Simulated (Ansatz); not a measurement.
# OH on Ti(0001), hcp start, 2x2 cell: photoemission fingerprints, part 3 of 5

Aim: how the adsorbate changes the work function, the valence spectrum and the core levels in OH on Ti(0001), hcp start, 2x2 cell.

Ansatz 0.2.0; DFT, PBE, plane-wave PAW, default files, scalar-relativistic.

So far, work function, upper face (eV): step 2 (the clean face) 4.41; step 3 (relaxing the atoms) 3.04.

### 4. Layer-resolved bands, DOS and potential

The main run: bands along the zone's path, each state's share in the top and middle regions, the DOS and the planar potential. The cell holds 4 small cells, so the bands are unfolded.

Input file input.yaml:

```yaml
crystal:
  lattice:
    - [5.88, 0.0, 0.0]
    - [2.94, 5.0922293743, 0.0]
    - [0.0, 0.0, 23.925]
  atoms:
    - { symbol: H, position: [0.335533392, 0.3332912769, 0.6998518097] }
    - { symbol: O, position: [0.3341417968, 0.3338483592, 0.6591868024] }
    - { symbol: Ti, position: [0.0006321065, 0.0011191643, 0.5946555557] }
    - { symbol: Ti, position: [0.5012306594, -0.0021470129, 0.6070207535] }
    - { symbol: Ti, position: [-0.0008507737, 0.4993848777, 0.6070218181] }
    - { symbol: Ti, position: [0.5019938342, 0.4997431661, 0.6067285036] }
    - { symbol: Ti, position: [0.8292551004, 0.3438674834, 0.5102771146] }
    - { symbol: Ti, position: [0.3341864279, 0.3332486348, 0.514512257] }
    - { symbol: Ti, position: [0.8293436284, 0.8280266238, 0.5106445839] }
    - { symbol: Ti, position: [0.3439093147, 0.8286375112, 0.5104488926] }
    - { symbol: Ti, position: [0.0, 0.0, 0.410658307] }
    - { symbol: Ti, position: [0.5, 0.0, 0.410658307] }
    - { symbol: Ti, position: [0.0, 0.5, 0.410658307] }
    - { symbol: Ti, position: [0.5, 0.5, 0.410658307] }
    - { symbol: Ti, position: [0.833333333, 0.333333333, 0.313479624] }
    - { symbol: Ti, position: [0.333333333, 0.333333333, 0.313479624] }
    - { symbol: Ti, position: [0.833333333, 0.833333333, 0.313479624] }
    - { symbol: Ti, position: [0.333333333, 0.833333333, 0.313479624] }
kpoints:
  mp_grid: { grid: [6, 6, 1] }
scf:
  occupations: { method: fermi_dirac, width: 0.05 }
  n_extra_bands: 20
hamiltonian:
  xc: pbe
  pseudopotentials: { kind: paw }
output:
  forces: true
  write_potential: true
  volumetric_format: []
  dos:
    projected:
      site_lists:
        adsorbate: [0, 1]
        layer_1: [2, 3, 4, 5]
        layer_2: [6, 7, 8, 9]
        layer_3: [10, 11, 12, 13]
        other_layers: [14, 15, 16, 17]
    de: 0.05
    e_range: [-30, 12]
    method: { smearing: { sigma: 0.15, scheme: gaussian } }
  eigenstates:
    kpoints:
      - [0.33333333, -0.33333333, 0.0]
      - [0.25, -0.375, 0.0]
      - [0.16666667, -0.41666667, 0.0]
      - [0.08333333, -0.45833333, 0.0]
      - [0.0, 0.5, 0.0]
      - [-0.08333333, 0.45833333, 0.0]
      # [... 29 more points ...]
      - [0.25, 0.5, 0.0]
      - [0.29166667, -0.41666667, 0.0]
    e_range: [-8.0, 4.0]
    unfold:
      supercell_matrix: [[2, 0, 0], [0, 2, 0], [0, 0, 1]]
      layers:
        axis: 3
        edges: [0.14629, 0.435605, 0.435705, 0.5687, 0.5688, 0.86704]
efield:
  axis: 3
  dipole_correction: true
```

On the command line:

```bash
$ ansatz run input.yaml --threads 8 --pin off --max-ram 20480MiB --backend cpu --events-out ev --progress --plain --runs-dir out
```

Numbers of over 12 decimals in the logs are rounded to 6 here.

The program printed:

```text
[...]
Crystal: 18 atoms, lattice volume = 716.370 Å³
Basis set: ecut = 420 eV, 13927 PW (Γ), exchange–correlation on 80×80×320 points (8 copies of the dense FFT grid, shifted against one another)
Bands: 120, of which v1, the nominal top of the filled ones, is band 100 counted from 1 (99 counted from 0)
Symmetry: 1 space group operations
[...]
k-points: 20 of 36 (time reversal used)
[...]
SCF iter   1: F=—  HF=-40572.949177 eV  |F-HF|=—  |Δ(HF+E_count)|=         —  Δρ=8.68e-3  dr2=6.53e0  ethr=1.77e-3  p=0.215 e·Å  D=5.43e-2 V/Å  ΔV_dip=-1.30 eV  dr2_dipole=2.90e0  V_vac-E_F(+/−)=2.86/4.17 eV  ⟨swp⟩=10.2  Hψ=11470  notcnv=0
[...]
SCF iter  10: F=-40572.879716 eV  HF=-40572.879716 eV  |F-HF|=1.42e-8  |Δ(HF+E_count)|=   9.37e-8  Δρ=1.52e-6  dr2=3.06e-8  ethr=5.03e-11  p=0.238 e·Å  D=6.02e-2 V/Å  ΔV_dip=-1.44 eV  dr2_dipole=8.92e-11  V_vac-E_F(+/−)=3.04/4.48 eV  ⟨swp⟩=16.9  Hψ=17525  notcnv=0
WARN: efield: at this solve's end the planar-averaged density reaches 1.54e-5 e/Å³ inside the ramp window [0.9149, 0.0985] (bound 1e-5 e/Å³); by the running means of the window's planes the mean density over a ramp is at most 1.32e-5 e/Å³, which is held to the bound (the quickstart, § The vacuum guard, A window that rings); the window's nearer edge stands 5.14 Å from this solve's nearest atom along the axis. Its work [...]
SCF 1 converged in 10 iterations: F = -40572.879716 eV  dr2 = 3.06e-8
[...]
efield: sawtooth ramp at fractional position 0.9567 (kept from the solve that this one continues, or follows in the run), width 0.1000; the density the first Hamiltonian is built on has a dipole p = 0.238 e·Å; the dipole correction subtracts the counter field D = 6.02e-2 V/Å, which shifts the + side's vacuum level by -1.44 eV against the − side's; the planar-averaged density in the ramp window peaks in size at 1.5e-5 e/Å³
[...]
SCF converged after 10 iterations
Free energy (F): -40572.879716 eV
[...]
Internal energy: -40572.616206 eV  (E = F + TS)
E sigma→0 (E₀):  -40572.747961 eV
Entropy (-TS):   -0.263510 eV (-14.639 meV/atom)
Fermi energy:    3.201355 eV
Dipole field:    D = 0.060223 V/Å  (p = 0.238416 e·Å, saw-weighted, corrected)
Work function:   Φ+ = 3.0438 eV   Φ− = 4.4845 eV
[...]
Vacuum region:   at the solve's end the planar-averaged density reaches 1.54e-5 e/Å³ inside the ramp window [0.9149, 0.0985] (bound 1e-5 e/Å³); by the running means of the window's planes the mean density over a ramp is at most 1.32e-5 e/Å³, which is held to the bound (the quickstart, § The vacuum guard, A window that rings)
[...]
--- Forces (eV/Å), atoms counted from 1 ---
  atom   1  H     -0.00367081     0.00498981    -0.01140940
  atom   2  O      0.00568154    -0.00622589     0.00910025
  atom   3  Ti    -0.00795450    -0.00651110     0.00772621
  atom   4  Ti    -0.00206499     0.00945673    -0.00519541
  atom   5  Ti     0.00051688    -0.00313414    -0.00313454
  atom   6  Ti     0.00876581     0.00382854     0.00871281
  atom   7  Ti    -0.00859711    -0.00466787    -0.00004549
  atom   8  Ti    -0.00377253    -0.00737033    -0.00195699
  atom   9  Ti     0.00501692     0.01137137    -0.00721045
  atom  10  Ti    -0.00043635    -0.00214419    -0.00791923
  atom  11  Ti    -0.00417896    -0.00323442    -0.75591027
  atom  12  Ti     0.00413290     0.00914157    -0.53678548
  atom  13  Ti     0.01921517    -0.00191295    -0.54475124
  atom  14  Ti    -0.01639172    -0.00458738    -0.55638273
  atom  15  Ti    -0.00011580    -0.05046747     0.60034475
  atom  16  Ti     0.00239114     0.00157095     0.59656118
  atom  17  Ti     0.04491471     0.02546592     0.60491207
  atom  18  Ti    -0.04345134     0.02443283     0.60338540
  max |Σ_I F_I| component: 4.14e-5 eV/Å
--- Band table (eV; the first three rows and the last of 20) ---
  k-point 0: bands = [... 96 lower, 3.3347, 3.4360, 3.6310, 3.6639, 3.6836, 3.6869, 3.7769, 3.7824, ... 16 higher]
  k-point 1: bands = [... 96 lower, 3.3206, 3.3663, 3.4250, 3.5257, 3.5801, 3.5834, 3.6933, 3.7251, ... 16 higher]
  k-point 2: bands = [... 96 lower, 3.1214, 3.1660, 3.2129, 3.2327, 3.2736, 3.3708, 3.3951, 3.4038, ... 16 higher]
  k-point 19: bands = [... 96 lower, 2.8809, 2.9100, 2.9377, 3.0365, 3.1032, 3.1990, 3.2285, 3.2890, ... 16 higher]
```

Wall time 1.8 min (8 threads of Arm Neoverse V2, shared host); peak memory 5.3 GiB.

Numbers from this step:

```yaml
fermi_energy: 3.201 eV
share_of_occupied_states_in_no_projected_shell: 0.0306 of the occupied states in the window
dos_at_the_fermi_level: 31.40 states/eV/cell
```

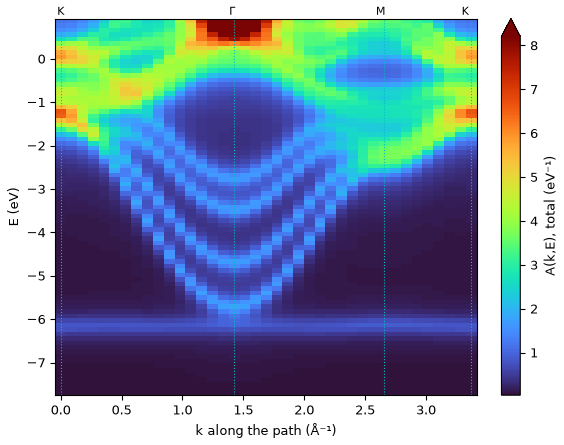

A(k,E), total over k along the path and E. Zero: Fermi level.

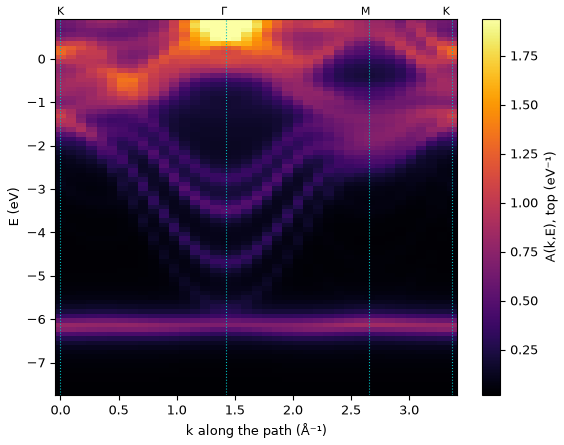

A(k,E), top over k along the path and E. Zero: Fermi level.

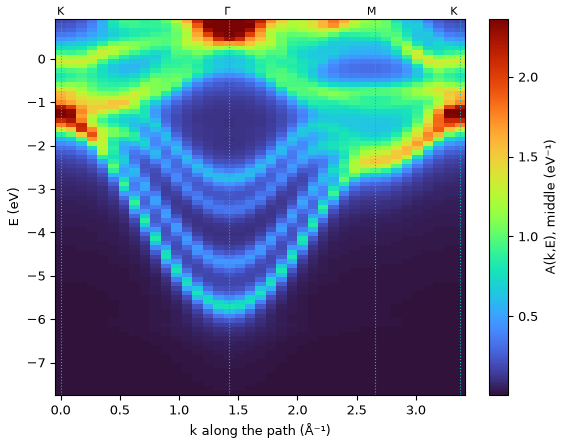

A(k,E), middle over k along the path and E. Zero: Fermi level.

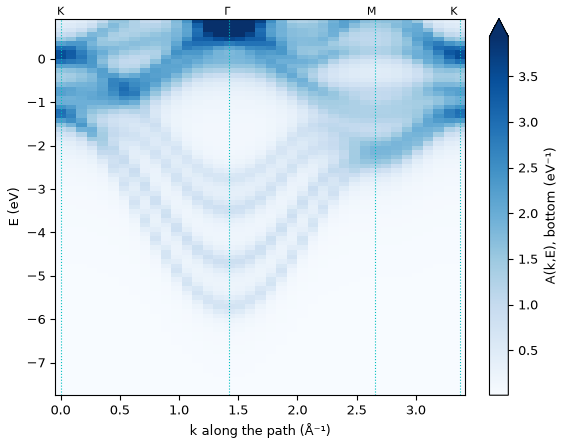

A(k,E), bottom over k along the path and E. Zero: Fermi level.

Peaks of A(k,E) at the labelled points: for each region the eleven nearest the zero at most, each over 6 % of that point's highest, less those above the energy where the solved bands run out; weight and spread sum the levels within three half widths or 0.3 eV, so near peaks share levels. Peaks of the spectral function, the first 40 of 57 rows:

```tsv
point	weight on	E (eV)	A (1/eV)	weight near the peak	rms spread of levels (eV)
K	total	-6.16	0.835	0.517	0.027
K	total	-1.26	6.806	6.827	0.276
K	total	-0.76	4.623	5.856	0.286
K	total	0.06	5.911	4.984	0.18
K	top	-6.16	0.81	0.515	0.027
K	top	-2.9	0.097	0.033	0.03
K	top	-1.3	1.062	1.06	0.288
K	top	-0.6	0.848	0.727	0.252
K	top	0.18	1.32	1.089	0.209
K	top	0.86	0.61	0.502	0.246
K	middle	-1.24	2.718	2.726	0.265
K	middle	-0.06	1.368	1.017	0.212
K	bottom	-1.26	3.055	3.028	0.271
K	bottom	-0.74	2.278	2.646	0.268
K	bottom	0.08	3.577	2.832	0.136
Γ	total	-5.72	1.79	1.387	0.185
Γ	total	-4.7	1.69	0.964	0
Γ	total	-3.48	1.704	0.935	0
Γ	total	-2.76	1.693	0.976	0.088
Γ	total	0.76	10.01	10.78	0.238
Γ	top	-6.12	0.673	0.468	0.143
Γ	top	-4.7	0.351	0.196	0
Γ	top	-3.48	0.499	0.282	0
Γ	top	-2.76	0.373	0.218	0.128
Γ	top	0.02	1.145	1.643	0.293
Γ	top	0.52	2.077	2.767	0.345
Γ	top	0.82	2.023	2.483	0.257
Γ	middle	-5.72	0.796	0.485	0.011
Γ	middle	-4.7	0.474	0.266	0
Γ	middle	-3.48	0.356	0.178	0
Γ	middle	-2.76	0.628	0.384	0.091
Γ	middle	-0.18	0.634	0.287	0.181
Γ	middle	0.76	2.621	3.102	0.253
Γ	bottom	-5.72	0.737	0.434	0.001
Γ	bottom	-4.7	0.864	0.502	0
Γ	bottom	-3.48	0.848	0.474	0
Γ	bottom	-2.76	0.691	0.374	0.038
Γ	bottom	0	1.838	2.174	0.284
Γ	bottom	0.76	5.385	5.186	0.218
M	total	-6.12	0.881	0.538	0.038
```

The DOS has structure finer than the step of the table below, so its rows give means over 1 eV, whole bins alone (the curve runs from -23.7 to 0.675 eV). Peaks (eV: height): total -9.7: 7.18, -6.1: 13.5, -0.7: 34.3, 0.4: 35.1; Ti 3d -0.7: 30.0, 0.4: 31.2; Ti 4s -4.5: 3.20, -3.6: 4.31, -2.8: 6.42, -2.3: 5.60; O 2p -9.7: 5.09, -6.1: 11.3; Ti 4p* -0.7: 1.95, 0.2: 2.46.

* holds the states left over by the projection beside any projected weight of its own. DOS against E, zero at the Fermi level; means over each step; values in states/eV/cell:

```tsv
E (eV)	total	Ti 3d	Ti 4s	O 2p	Ti 4p*	H 1s	O 2s
-23	0	0	0	0	0	0	0
-22	1.98	0.0570	0.0626	0.0327	0.0225	0.280	1.51
-21	0.0212	6.1e-4	6.7e-4	3.5e-4	2.4e-4	0.00300	0.0161
-20	0	0	0	0	0	0	0
-19	0	0	0	0	0	0	0
-18	0	0	0	0	0	0	0
-17	0	0	0	0	0	0	0
-16	0	0	0	0	0	0	0
-15	0	0	0	0	0	0	0
-14	0	0	0	0	0	0	0
-13	0	0	0	0	0	0	0
-12	0	0	0	0	0	0	0
-11	0	0	0	0	0	0	0
-10	1.92	0.110	0.0776	1.36	0.0389	0.256	0.0767
-9	0.0827	0.00474	0.00332	0.0586	0.00168	0.0111	0.00332
-8	0	0	0	0	0	0	0
-7	0.0141	0.00129	0.00109	0.0116	1.2e-4	0	0
-6	4.22	0.373	0.474	3.34	0.0396	7.6e-5	7.4e-4
-5	1.33	0.0349	1.25	0.0160	0.0281	1.9e-4	0.00311
-4	2.95	0.278	2.55	0.0276	0.0861	4.7e-4	0.00675
-3	5.96	2.08	3.66	0.0359	0.173	0.00195	0.00978
-2	17.3	12.9	3.82	0.0700	0.512	0.00664	0.0162
-1	23.8	21.2	1.44	0.0340	1.11	0.0153	0.00865
0	28.3	24.6	1.73	0.0481	1.89	0.0153	0.00825
```

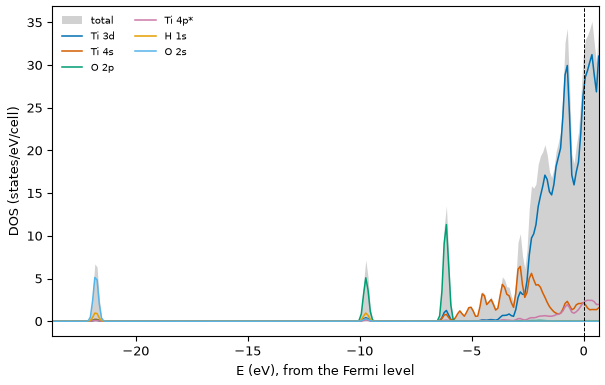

DOS, plotted against E.

This run's widths, added to any smearing of the DOS itself: Gaussian 0.15 eV, Lorentzian 0.2 eV plus 0.08 an eV of depth. The intensity by binding energy, zero at the Fermi level; values in % of the maximum within 13 eV:

```tsv
binding energy (eV)	21.2 eV	60 eV	900 eV	1486.7 eV	5950 eV
0.0	50.4	50.2	51.7	53.2	31.4
2.5	29.0	28.6	47.1	69.8	94.4
5.0	4.61	5.00	9.06	17.0	29.1
7.5	3.05	3.36	1.81	2.32	2.35
10.0	9.36	9.45	4.88	5.91	3.98
12.5	-	0.603	0.594	0.815	0.696
15.0	-	0.290	0.606	0.883	0.720
17.5	-	0.300	1.19	1.78	1.37
20.0	-	0.917	5.24	7.88	5.91
22.5	-	2.41	14.6	21.9	16.4
```

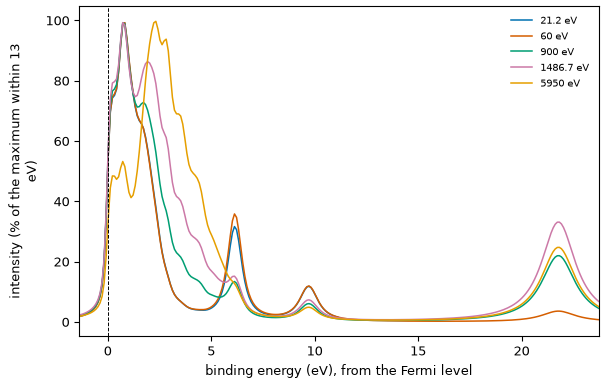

Intensity against binding energy.

Maxima picked by a test of local sharpness, so broad peaks and shoulders can be missing; peaks within 0.45 eV of a curve's cut are left out. Valence peaks, by row:

```tsv
photon energy (eV)	binding energy (eV)	height (% of the maximum within 13 eV)	main shell	its share (%)
21.2	9.7	11.89	O 2p	79.84
21.2	6.15	31.8	O 2p	92.13
21.2	0.8	100	Ti 3d	98.62
60	9.7	11.99	O 2p	88.76
60	6.15	36.01	O 2p	91.22
60	0.8	100	Ti 3d	98.81
900	21.8	22.05	O 2s	98.44
900	9.7	6.124	O 2p	44.95
900	6.1	13.45	O 2p	62.59
900	1.7	72.84	Ti 3d	76.12
900	0.75	100	Ti 3d	86.9
1487	21.8	33.21	O 2s	98.5
1487	9.7	7.381	O 2s	47.27
1487	6.1	15.29	O 2p	46.87
1487	1.95	86.4	Ti 4s	50.26
1487	0.75	100	Ti 3d	73.45
5950	21.8	24.82	O 2s	97.48
5950	9.7	4.93	O 2s	52.34
5950	2.8	94.12	Ti 4s	97.65
5950	2.3	100	Ti 4s	95.75
5950	0.75	53.34	Ti 4s	80.48
5950	0.25	48.8	Ti 4s	83.42
```

The planar mean, electrostatic potential oscillates, so the rows of the table below give means over windows of 2.39 Å about each position, cut where the curve ends. Its maxima inside the range that stand out by 2 % of the span (Å: eV): 1.6: 4.48, 8.7: -0.307, 11.1: -0.0712, 13.3: -1.28. Its minima: 7.5: -12.9, 9.9: -12.7, 12.3: -12.6, 14.5: -12.6.

From the Fermi level. Planar mean, electrostatic potential against z; means over each step:

```tsv
z (Å)	planar mean, electrostatic potential (eV)
1.20	4.25
3.58	4.46
5.97	0.472
8.36	-6.88
10.75	-6.45
13.14	-7.53
15.53	-3.79
17.92	2.86
20.31	3.04
22.70	3.15
```

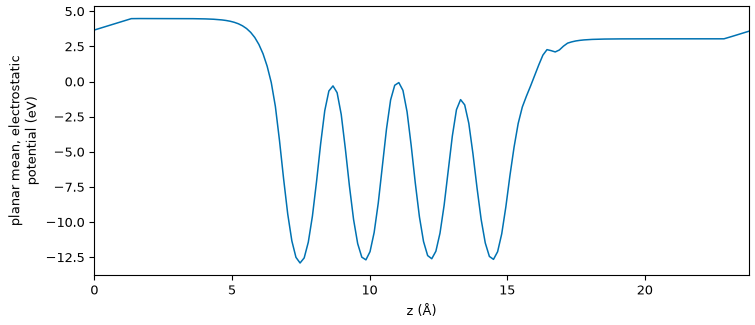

Planar mean, electrostatic potential against z.

The intensity has structure finer than the step of the table below, so its rows give means over 2 eV, whole bins alone (the curve runs from -23.7 to 1.38 eV). Peaks (eV: height): O K -9.7: 32.6, -6.1: 99.6; O K, E along x -6.1: 148; O K, E along y -6.1: 149; O K, E along z -9.7: 94.9; Ti L-alpha -0.8: 99.6.

Shapes are the site's partial DOS without matrix elements, which overweights lines from ligand s bands. The intensity by emission energy less the core level's binding energy, zero at the Fermi level; means over each step; values in % of the unpolarised maximum:

```tsv
emission energy less the core level's binding energy (eV)	O K	O K, E along x	O K, E along y	O K, E along z	Ti L-alpha
-22	0.404	0.0767	0.0766	1.06	0.0934
-20	0.247	0.100	0.100	0.541	0.0576
-18	0.230	0.137	0.137	0.416	0.0480
-16	0.342	0.199	0.199	0.628	0.0578
-14	0.653	0.315	0.314	1.33	0.0783
-12	2.13	0.573	0.572	5.24	0.124
-10	18.8	1.37	1.37	53.8	0.349
-8	8.64	7.71	7.68	10.5	0.382
-6	48.9	72.3	72.4	1.88	1.30
-4	4.59	6.36	6.37	1.04	4.13
-2	2.70	3.54	3.55	0.993	51.0
0	1.13	1.39	1.38	0.527	49.0
```

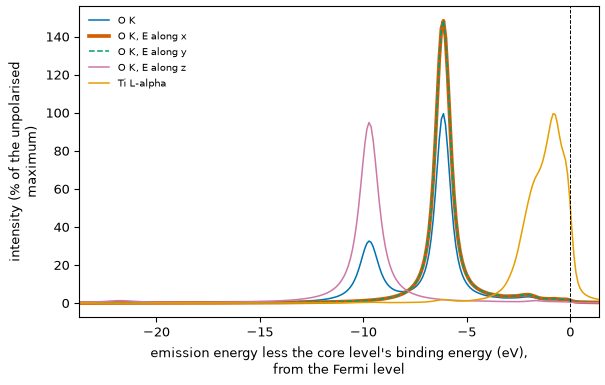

Intensity against emission energy less the core level's binding energy.

Shapes are the site's partial DOS without matrix elements, which overweights lines from ligand s bands. Emission peaks, by row:

```tsv
line	energy (eV)	height (%)
O K	-9.7	32.7
O K	-6.15	100
O K, E along x	-6.15	149
O K, E along y	-6.15	149.1
O K, E along z	-9.7	95.08
Ti L-alpha	-0.8	100
```

The spectra weight each projected shell by its atomic cross section (Dirac–Hartree–Slater) and angular factor, for linear light with the analyser at 30° from the polarisation. Broadening, on top of any smearing of the DOS itself: a Gaussian of 0.15 eV and a Lorentzian of 0.2 eV plus 0.08 times the binding energy (full widths), Fermi edge at 300 K. Each atom is damped by exp[−depth/(λ cos θ)], θ = 0° from the normal, λ from the universal curve. Curves are cut 10 eV under the photon energy, above any shell that the free atom's threshold puts out of reach, or at the lower edge of the window: 11.2 eV at 21.2 eV, 23.8 eV at 60 eV, 23.8 eV at 900 eV, 23.8 eV at 1486.7 eV and 23.8 eV at 5950 eV. A star in tables and legends marks shells that hold the states left over by the projection (3.1 % of the filled ones), a stand-in for orbitals that the files don't project on. Dipole terms alone, which is rough above 3 keV; no background, satellites or final-state effects.

Share of each shell in the spectrum's area (%), by photon energy:

```tsv
shell	21.2 eV	60 eV	900 eV	1486.7 eV	5950 eV
O 2s	0.0	3.6	19.8	23.1	17.8
O 2p	19.6	20.9	4.3	2.8	0.5
Ti 4s	1.5	1.2	23.2	38.9	77.0
Ti 3d	77.6	74.0	51.4	33.6	4.0
```

Cross sections used, in Mb an electron:

```tsv
shell	21.2 eV	60 eV	900 eV	1486.7 eV	5950 eV
O 2s	-	0.41	0.0034	9.4e-4	1.8e-5
O 2p	2.7	0.89	3.7e-4	6.3e-5	3.1e-7
Ti 4s	0.081	0.043	6.1e-4	2.3e-4	1.0e-5
Ti 3d	2.5	1.2	5.9e-4	9.2e-5	3.0e-7
```

Regions along c: top from 13.6 to 20.7 Å, middle from 10.4 to 13.6 Å, bottom from 3.5 to 10.4 Å.

States with weight above 0.08 nearest the zero at Γ of the zone, within the window kept, -6.2 to 1.0 eV (levels that the program groups as degenerate share a row):

```tsv
E (eV)	weight, total	weight, top	weight, middle	weight, bottom
-0.22	0.92	0.28	0.23	0.40
-0.01	0.89	0.32	0.02	0.54
0.43	0.96	0.15	0.31	0.50
0.46	0.94	0.12	0.23	0.59
0.48	0.38	0.26	0.10	0.02
0.49	0.40	0.26	0.11	0.03
0.58	0.30	0.07	0.19	0.03
0.58	0.32	0.08	0.20	0.03
0.72	0.92	0.07	0.15	0.69
0.73	0.92	0.06	0.14	0.71
```

The largest force component on a free atom is 0.011 eV/Å, so the atoms are at rest for these settings too. At the Fermi level the DOS is 31.40 states/eV a cell, and on the broadened curves Ti 3d holds 86 % of the total there.

(Part 3 of 5 ends here.)

[Logs are printed without paths, hosts, clocks, repeated set-up lines and the standing remarks that a program may print on its own settings, such as how far it seeks lower states.]

[Hosts, paths, dates, database ids (printed as entryN), source tags and the programs' standing remarks are cut or masked in the printed files.]

[Maps of the electrostatic potential energy from Ansatz leave out the sawtooth potential of an applied field or a dipole correction, so their vacuum need not be flat; work functions include it.]
